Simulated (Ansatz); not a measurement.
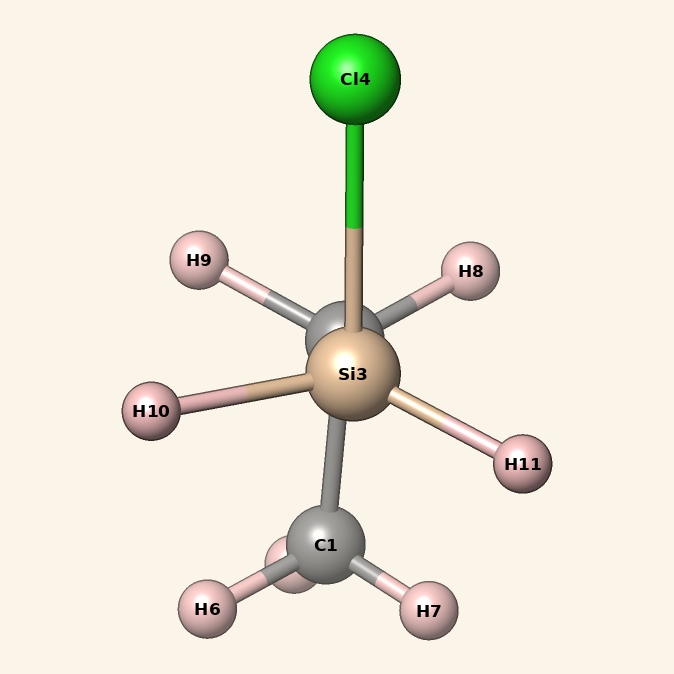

Simulated data, not a measurement (program: Ansatz).

C2 lies behind Si3. The molecule seen nearly along the Si3–C2 bond, Si3 in front. Depth is shown by fading: the farther an atom, the more it takes the colour of the background. Geometry: atoms displaced at random (about 0.13 Å) from a stationary point of GFN2-xTB.

Q: What is the torsion angle Cl4–Si3–C2–C1? The sign is positive where the front bond must turn clockwise to cover the back bond.

A: −175°, antiperiplanar (anti).
